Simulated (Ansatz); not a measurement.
**SnH₅O₂ radical (built from SMILES [O]O.[SnH4]): search for a transition state, part 1 of 2**

Is there a first-order saddle for this hydrogen abstraction, which should form H1–O3 and break H1–Sn2, and which two structures does it connect?

The runs use Ansatz 0.2.0, Gaussian basis; PBE0-D4, def2-SVP first, then def2-TZVP.

143 further runs of the same task are left out: 143 set aside as unsound or not needed. Runs told in other sessions of the task aren't counted.

### Step 1. Where the work starts

The guess: 8 atoms, charge 0, spin multiplicity 2.

Atoms are counted from 1 here; the program's logs count them from 0.

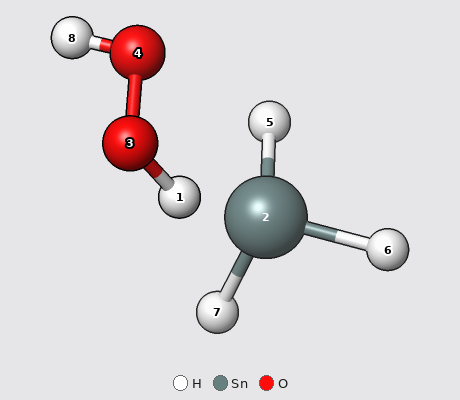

The starting geometry (hydrogen white, tin teal, oxygen red); atoms are numbered from 1 in the order of the file.

As a file:

```xyz
8
H5O2Sn
H    -0.7558   -0.6357   -0.7185
Sn    1.3319   -0.0700   -0.1188
O    -2.0008   -0.6076   -0.4968
O    -2.1052    0.0193    0.7392
H     1.5334    1.0213    1.2390
H     2.4578   -1.3693    0.2361
H     2.1207    0.8022   -1.4316
H    -2.5820    0.8397    0.5515
```

Distances that are to change: H1–O3 1.26 Å, H1–Sn2 2.24 Å.

### Step 2. Relaxing the guess with the reacting distances held

File hold/in.yaml:

```yaml
crystal:
  periodic: [false, false, false]
  atoms:
    - {symbol: H, position_ang: [-0.755800, -0.635700, -0.718500]}
    - {symbol: Sn, position_ang: [1.331900, -0.070000, -0.118800]}
    - {symbol: O, position_ang: [-2.000800, -0.607600, -0.496800]}
    - {symbol: O, position_ang: [-2.105200, 0.019300, 0.739200]}
    - {symbol: H, position_ang: [1.533400, 1.021300, 1.239000]}
    - {symbol: H, position_ang: [2.457800, -1.369300, 0.236100]}
    - {symbol: H, position_ang: [2.120700, 0.802200, -1.431600]}
    - {symbol: H, position_ang: [-2.582000, 0.839700, 0.551500]}
basis:
  gaussian: {orbitals: def2-SVP}
magnetization: {spin_polarized: true, initial_magnetization: 1}
hamiltonian: {xc: pbe0, dispersion: d4}
relax: {f_tol: 0.04, max_steps: 150, escape_saddle: false, constraints: [{distance: [0, 2]}, {distance: [0, 1]}]}
```

Command:

```console
$ ansatz run in.yaml --threads 4 --pin off --events-out ev --progress --plain --max-ram 9574MiB
```

The log of the run, cut to the lines that bear on the results:

```text
Functional definition: PBE0
  name "PBE0"
  cite "Adamo & Barone, J. Chem. Phys. 110, 6158 (1999) doi:10.1063/1.478522"
  cite "Perdew, Burke & Ernzerhof, Phys. Rev. Lett. 77, 3865 (1996) doi:10.1103/PhysRevLett.77.3865"
  parent pbe
[...]
932 factors; integrals over basis functions are off by at most 3.2e-4 eV
[...]
mean field -9993.73993882 eV, -367.2631687513 hartree, gradient 6.8e-5 eV, S^2 0.759909; 0 other end points of the search recorded, 0 dependent functions left out
[...]
reference -9993.73996869 eV, -367.2631698489 hartree; 22, 21 occupied and 57, 58 virtual orbitals, 932 factors
relax step   1: F+E_penalty+E_count = -9993.82952113 eV  Δ(F+E_penalty+E_count) = +0.000e0 eV  max|allowed force component| = 5.606e-1 eV/Å  Δτ_max = 0.0000 Å  (33 SCF iters, accepted)
[...]
relax step   7: F+E_penalty+E_count = -9994.02235826 eV  Δ(F+E_penalty+E_count) = -6.717e-4 eV  max|allowed force component| = 4.406e-2 eV/Å  Δτ_max = 0.0406 Å  (34 SCF iters, accepted)
[...]
relax step   8: F+E_penalty+E_count = -9994.02295245 eV  Δ(F+E_penalty+E_count) = -5.942e-4 eV  max|allowed force component| = 3.196e-2 eV/Å  Δτ_max = 0.0558 Å  (36 SCF iters, accepted)
  distance H 0 - O 2 held at 1.264897 Å   reaction = +2.9222e0 eV/Å
  distance H 0 - Sn 1 held at 2.244582 Å   reaction = +5.9954e-1 eV/Å
932 factors; integrals over basis functions are off by at most 3.7e-4 eV
mean field -9993.93840470 eV, -367.2704622378 hartree, gradient 1.1e-5 eV, S^2 0.759766; 1 other end points of the search recorded, 0 dependent functions left out
[...]
reference -9993.93843438 eV, -367.2704633286 hartree; 22, 21 occupied and 57, 58 virtual orbitals, 932 factors
Total energy: -9994.02298213 eV, -367.2735704013 hartree
Atom 0 at    -0.655368    -0.476732    -0.444523 Å, force    -2.328522    -0.000731    -0.134557 eV/Å
Atom 1 at     1.517351    -0.009121    -0.130226 Å, force    -0.582124    -0.115967    -0.067322 eV/Å
Atom 2 at    -1.915655    -0.532286    -0.537022 Å, force     2.910476     0.160194     0.241848 eV/Å
Atom 3 at    -2.394067    -0.132832     0.692967 Å, force     0.007147    -0.025379    -0.001613 eV/Å
Atom 4 at     1.577687     1.058443     1.215459 Å, force     0.001460    -0.022430    -0.031962 eV/Å
Atom 5 at     2.371580    -1.460808     0.194264 Å, force    -0.008370     0.013642     0.002513 eV/Å
Atom 6 at     2.129653     0.757437    -1.538993 Å, force    -0.006873    -0.004345     0.012969 eV/Å
Atom 7 at    -2.631181     0.795800     0.548175 Å, force     0.006807    -0.004982    -0.021876 eV/Å
Dipole moment:     0.277823     0.383064     0.028667 e Å
```

Wall time 14 s (4 threads of Arm Neoverse V1, shared host).

Step by step: (the energy doesn't fall at every step)

| step | energy from step 1 (eV) | largest force component (eV/Å) |
| --- | --- | --- |
| 1 | 0.0000 | 0.5606 |
| 2 | -0.1448 | 0.8585 |
| 3 | -0.1838 | 0.4346 |
| 4 | -0.1904 | 0.1648 |
| 5 | -0.1837 | 0.3074 |
| 6 | -0.1922 | 0.0298 |
| 7 | -0.1928 | 0.0441 |
| 8 | -0.1934 | 0.0320 |

Distances of close pairs at the start and the end, largest changes first:

| bond | before (Å) | after (Å) | change (Å) |
| --- | --- | --- | --- |
| Sn2–H7 | 1.762 | 1.717 | -0.046 |
| Sn2–H6 | 1.756 | 1.715 | -0.040 |
| Sn2–H5 | 1.754 | 1.719 | -0.035 |
| O3–O4 | 1.390 | 1.379 | -0.011 |
| O4–H8 | 0.967 | 0.969 | +0.002 |
| H1–O3 | 1.265 | 1.265 | +0.000 |

### Step 3. Force constants to start from

File hessian/in.yaml:

```yaml
crystal:
  periodic: [false, false, false]
  atoms:
    - {symbol: H, position_ang: [-0.655368, -0.476732, -0.444523]}
    - {symbol: Sn, position_ang: [1.517351, -0.009121, -0.130226]}
    - {symbol: O, position_ang: [-1.915655, -0.532286, -0.537022]}
    - {symbol: O, position_ang: [-2.394067, -0.132832, 0.692967]}
    - {symbol: H, position_ang: [1.577687, 1.058443, 1.215459]}
    - {symbol: H, position_ang: [2.371580, -1.460808, 0.194264]}
    - {symbol: H, position_ang: [2.129653, 0.757437, -1.538993]}
    - {symbol: H, position_ang: [-2.631181, 0.795800, 0.548175]}
basis:
  gaussian: {orbitals: def2-SVP}
magnetization: {spin_polarized: true, initial_magnetization: 1}
hamiltonian: {xc: pbe0, dispersion: d4}
phonons: {}
scf: {lower_state_search: off}
```

Command:

```console
$ ansatz run in.yaml --threads 4 --pin off --events-out ev --progress --plain --max-ram 9574MiB
```

The log of the run, cut to the lines that bear on the results:

```text
[... 5 set-up lines as earlier in the session ...]
[...]
934 factors; integrals over basis functions are off by at most 3.7e-4 eV
[...]
mean field -9993.93839197 eV, -367.2704617701 hartree, gradient 5.8e-6 eV, S^2 0.759766; 0 other end points of the search recorded, 0 dependent functions left out
[...]
reference -9993.93842154 eV, -367.2704628567 hartree; 22, 21 occupied and 57, 58 virtual orbitals, 934 factors
[... from here to the last solve, the lines of the solves are left out (47 solves) ...]
934 factors; integrals over basis functions are off by at most 3.7e-4 eV
mean field -9993.93842281 eV, -367.2704629035 hartree, gradient 1.1e-6 eV, S^2 0.759766; 0 other end points of the search recorded, 0 dependent functions left out
[...]
reference -9993.93845238 eV, -367.2704639900 hartree; 22, 21 occupied and 57, 58 virtual orbitals, 934 factors
[...]
WARN: phonons: 4 modes above zero are rigid motions of the cell's bodies and no vibrations: the zero-point energy, free energy, entropy and heat capacity leave them out. With what each would have added to F at 1000 K, by the weight of its row in the mesh: 0.00 cm⁻¹ (-1.099 eV; rigid [...]
WARN: phonons: modes at or below zero, which the zero-point energy, F, S and C_V leave out: 1, the lowest at -1908.23 cm⁻¹. A minimum has none, and a first-order saddle one
[...]
Total energy: -9994.02296930 eV, -367.2735699295 hartree
Atom 0 at    -0.655368    -0.476732    -0.444523 Å, force    -2.328526    -0.000726    -0.134557 eV/Å
Atom 1 at     1.517351    -0.009121    -0.130226 Å, force    -0.582158    -0.116054    -0.067159 eV/Å
Atom 2 at    -1.915655    -0.532286    -0.537022 Å, force     2.910524     0.160155     0.241695 eV/Å
Atom 3 at    -2.394067    -0.132832     0.692967 Å, force     0.007098    -0.025307    -0.001489 eV/Å
Atom 4 at     1.577687     1.058443     1.215459 Å, force     0.001454    -0.022416    -0.031988 eV/Å
Atom 5 at     2.371580    -1.460808     0.194264 Å, force    -0.008293     0.013674     0.002441 eV/Å
Atom 6 at     2.129653     0.757437    -1.538993 Å, force    -0.006906    -0.004350     0.012943 eV/Å
Atom 7 at    -2.631181     0.795800     0.548175 Å, force     0.006807    -0.004976    -0.021887 eV/Å
Dipole moment:     0.277824     0.383065     0.028667 e Å
Vibrations: -1908.23 58.00 108.49 237.05 245.37 293.72 399.46 636.59 707.79 708.53 982.87 1042.51 1391.80 1422.30 1891.10 1921.82 1928.68 3773.26 cm⁻¹, zero-point energy 1.100319 eV
Checks for a lower state left out: stability, starts, cluster_reference, orbital_swaps, neighbouring_geometries, increment
```

Run time: 45 s. Hardware: 4 threads of Arm Neoverse V1, shared host.

The structure is not stationary yet, so these wavenumbers are no spectrum; the search needs only the force constants.

### Step 4. Saddle search in the small basis

A small driver takes partitioned rational-function steps: uphill along one mode, downhill along the rest. It calls the program once a step for energy and forces and updates the Hessian by Bofill's formula. It stops when the largest force is under 0.04 eV/Å and the followed curvature is negative. The first step's input:

File presaddle/in.yaml:

```yaml
crystal:
  periodic: [false, false, false]
  atoms:
    - {symbol: H, position_ang: [-0.655368, -0.476732, -0.444523]}
    - {symbol: Sn, position_ang: [1.517351, -0.009121, -0.130226]}
    - {symbol: O, position_ang: [-1.915655, -0.532286, -0.537022]}
    - {symbol: O, position_ang: [-2.394067, -0.132832, 0.692967]}
    - {symbol: H, position_ang: [1.577687, 1.058443, 1.215459]}
    - {symbol: H, position_ang: [2.371580, -1.460808, 0.194264]}
    - {symbol: H, position_ang: [2.129653, 0.757437, -1.538993]}
    - {symbol: H, position_ang: [-2.631181, 0.795800, 0.548175]}
basis:
  gaussian: {orbitals: def2-SVP}
magnetization: {spin_polarized: true, initial_magnetization: 1}
hamiltonian: {xc: pbe0, dispersion: d4}
output: {forces: true}
scf: {lower_state_search: light}
```

Command:

```console
$ ansatz run in.yaml --threads 4 --pin off --events-out ev --progress --plain --max-ram 9574MiB
```

Step by step:

| step | energy (eV) | largest force (eV/Å) | followed curvature (eV/Å²) |
| --- | --- | --- | --- |
| 1 | -9994.02297 | 2.9105 | -19.87 |
| 2 | -9994.14607 | 1.2401 | -19.39 |
| 3 | -9994.05617 | 0.8417 | -16.84 |
| 4 | -9994.07854 | 0.2816 | -16.66 |
| 5 | -9994.07783 | 0.1413 | -16.61 |
| 6 | -9994.07889 | 0.0529 | -16.57 |
| 7 | -9994.07908 | 0.1163 | -16.59 |
| 8 | -9994.07940 | 0.0384 | -16.59 |

The 8 steps took 14 s in all (4 threads of Arm Neoverse V1, shared host).

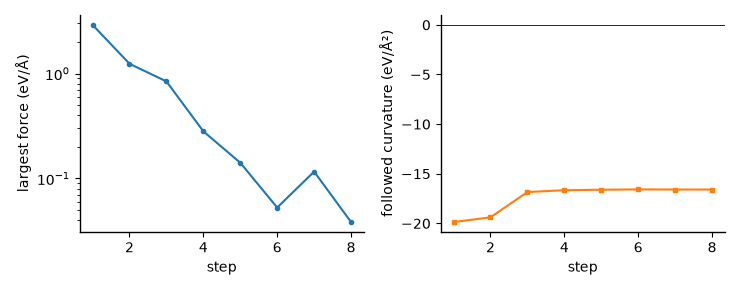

Largest force and followed curvature during the search.

### Step 5. Saddle search in triple zeta

The search itself is an outer loop (partitioned rational-function steps, Bofill update of the Hessian). Each step is one single-point run with forces. It stops when the largest force is under 0.01 eV/Å and the followed curvature is negative. The first step's input:

File saddle/in.yaml:

```yaml
crystal:
  periodic: [false, false, false]
  atoms:
    - {symbol: H, position_ang: [-0.405478, -0.355344, -0.429566]}
    - {symbol: Sn, position_ang: [1.367691, -0.019467, -0.150226]}
    - {symbol: O, position_ang: [-1.794395, -0.444811, -0.550204]}
    - {symbol: O, position_ang: [-2.349258, -0.212924, 0.646814]}
    - {symbol: H, position_ang: [1.501522, 1.081372, 1.161599]}
    - {symbol: H, position_ang: [2.193672, -1.471097, 0.236295]}
    - {symbol: H, position_ang: [2.070830, 0.690761, -1.545964]}
    - {symbol: H, position_ang: [-2.584583, 0.731410, 0.631353]}
basis:
  gaussian: {orbitals: def2-TZVP}
magnetization: {spin_polarized: true, initial_magnetization: 1}
hamiltonian: {xc: pbe0, dispersion: d4}
output: {forces: true}
scf: {lower_state_search: light}
```

Command:

```console
$ ansatz run in.yaml --threads 4 --pin off --events-out ev --progress --plain --max-ram 9574MiB
```

Step by step:

| step | energy (eV) | largest force (eV/Å) | followed curvature (eV/Å²) |
| --- | --- | --- | --- |
| 1 | -9999.45022 | 0.4016 | -16.59 |
| 2 | -9999.45297 | 0.3461 | -16.62 |
| 3 | -9999.45527 | 0.1076 | -16.62 |
| 4 | -9999.45591 | 0.0924 | -16.61 |
| 5 | -9999.45689 | 0.0333 | -16.59 |
| 6 | -9999.45662 | 0.1308 | -16.59 |
| 7 | -9999.45703 | 0.0287 | -16.60 |
| 8 | -9999.45724 | 0.0333 | -16.61 |
| 9 | -9999.45728 | 0.0127 | -16.61 |
| 10 | -9999.45730 | 0.0229 | -16.61 |
| 11 | -9999.45734 | 0.0223 | -16.61 |
| 12 | -9999.45740 | 0.0275 | -16.61 |
| 13 | -9999.45745 | 0.0337 | -16.61 |
| 14 | -9999.45752 | 0.0390 | -16.60 |
| 15 | -9999.45757 | 0.0376 | -16.60 |
| 16 | -9999.45761 | 0.0428 | -16.61 |
| 17 | -9999.45765 | 0.0457 | -16.61 |
| 18 | -9999.45767 | 0.0633 | -16.61 |
| 19 | -9999.45770 | 0.0543 | -16.61 |
| 20 | -9999.45771 | 0.0792 | -16.61 |
| 21 | -9999.45776 | 0.0452 | -16.61 |
| 22 | -9999.45779 | 0.0248 | -16.60 |
| 23 | -9999.45781 | 0.0089 | -16.60 |

The 23 steps took 68 s in all (4 threads of Arm Neoverse V1, shared host).

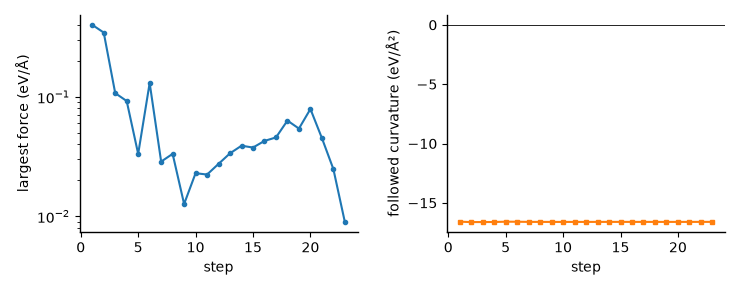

Largest force and followed curvature during the search.

The point found:

```xyz
8
charge 0, multiplicity 2
H    -0.39524   -0.15495   -0.42949
Sn    1.39177    0.01999   -0.14754
O    -1.78578   -0.27259   -0.62658
O    -2.39441   -0.37237    0.57553
H     1.64120    1.17529    1.08747
H     2.04322   -1.48173    0.33318
H     2.15130    0.54862   -1.58179
H    -2.65205    0.53764    0.78931
```

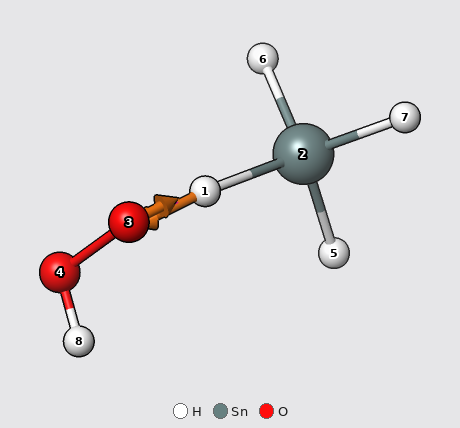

The point found; arrows show the followed mode. Pairs that react are joined by broken lines, hidden where the pair is close enough to be drawn as a bond.

(Continued in part 2 of 2.)
